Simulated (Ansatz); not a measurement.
The starting structures come from a database of crystals and need not be the phases stable at ambient conditions.

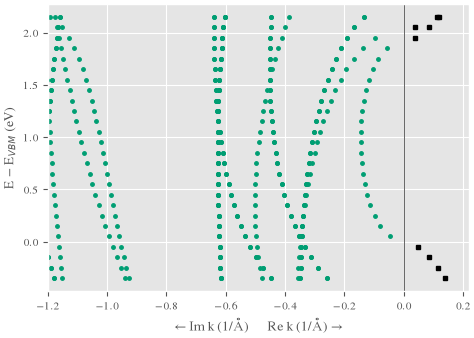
Complex bands at the centre of the two-dimensional zone; Ansatz (a program for electronic structure) with r2SCAN

The gap is the functional's own. No spin-orbit coupling. Mid-gap values are interpolated on the energy grid.

### Question
This is AuCl (I4_1/amd, not sure to be the ambient phase, 8 atoms a cell, 24.8 Å³ an atom) along the normal of (001). Read off the slowest decay at the centre of the two-dimensional zone at 0.95 eV, the computed energy nearest the middle of the gap.

### Answer
κ ≈ 0.14 1/Å, a decay length 1/(2κ) of the density of 3.5 Å.
